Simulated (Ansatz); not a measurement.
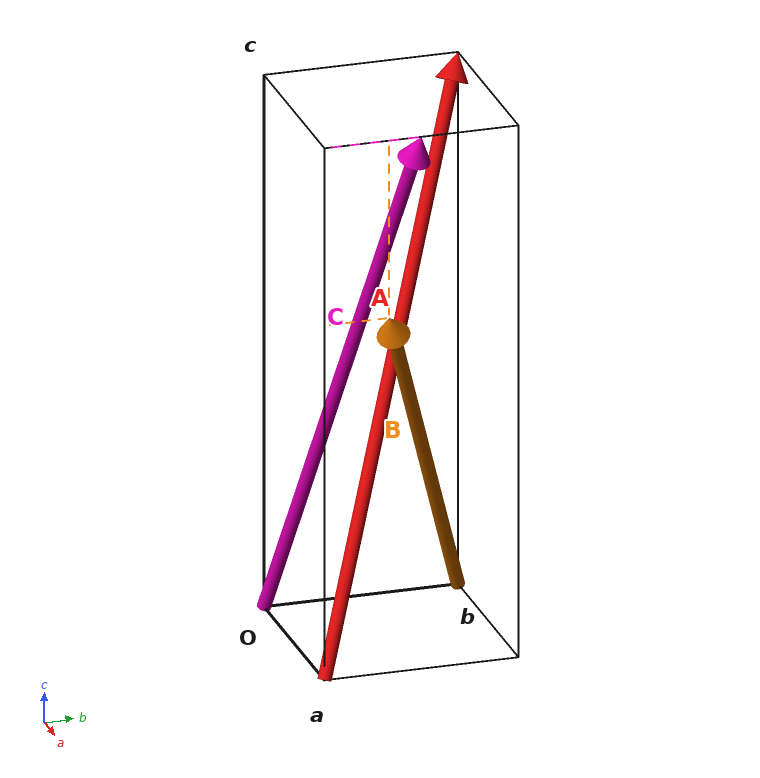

Crystal: ReSb2, the input geometry of an electronic-structure calculation (not necessarily at equilibrium); the starting structure was generated, so it need not be a known form of this composition. Each arrow starts at a corner of the unit cell and ends on its surface; where a tip isn't a corner, dashed lines run from it parallel to the axes. The drawing is computed from the coordinates (standard cell, symmetry found to 0.002 Å).

a = 2.995 Å, b = 2.995 Å, c = 8.466 Å, α = 90.00°, β = 90.00°, γ = 90.00°.

> Index the directions.

Arrow A runs from (1, 0, 0) to (0, 1, 1), so [−1 1 1]; Arrow B runs from (0, 1, 0) to (1, 1/3, 2/3), so [3 −2 2]; Arrow C runs from (0, 0, 0) to (1, 1/2, 1), so [2 1 2].

> How long is the vector ua + vb + wc in each case, and what angles do the directions make?

A 9.467 Å; B 20.083 Å; C 18.208 Å. A–B: 58.8°. A–C: 38.8°. B–C: 28.1°.

> In No. 115, P-4m2, how many directions are equivalent to A (Laue class 4/mmm, both senses counted)?

8.
